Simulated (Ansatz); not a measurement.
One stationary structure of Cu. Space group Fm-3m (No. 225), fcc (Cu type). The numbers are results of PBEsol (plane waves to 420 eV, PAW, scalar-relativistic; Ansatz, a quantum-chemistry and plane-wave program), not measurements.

Space group Fm-3m (No. 225); a = b = c = 3.564 Å, α = β = γ = 90.00°

```tsv
atom	site	symmetry	x	y	z
Cu	4a	m-3m	0.0000	0.0000	0.0000
```
(The calculation used a cell of 1 atom; values per cell refer to that cell.)

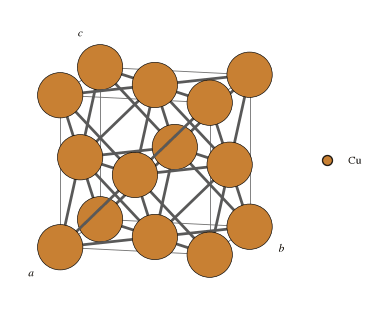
Figure. The conventional cell of the relaxed structure

| Item | Value |
|---|---|
| Volume per atom | 11.31 Å³ |
| Band gap | zero (metallic) |
| Shortest distances | Cu–Cu 2.52 Å |
| k-mesh | 22×22×22 |

No spin polarisation in the result.

Measured for Cu: a 3.595 Å (static lattice; corrected from measurement; as listed in Gábor I. Csonka et al., Physical Review B (2009)). Computed minus measured — a: PBEsol -0.9 %. The computed values are for a static lattice.

The run could not lose the symmetry of its start.

It was reached from a disturbed copy of a Fd-3m (No. 227) cell (diamond type), against which it lies -1.20 eV/atom.
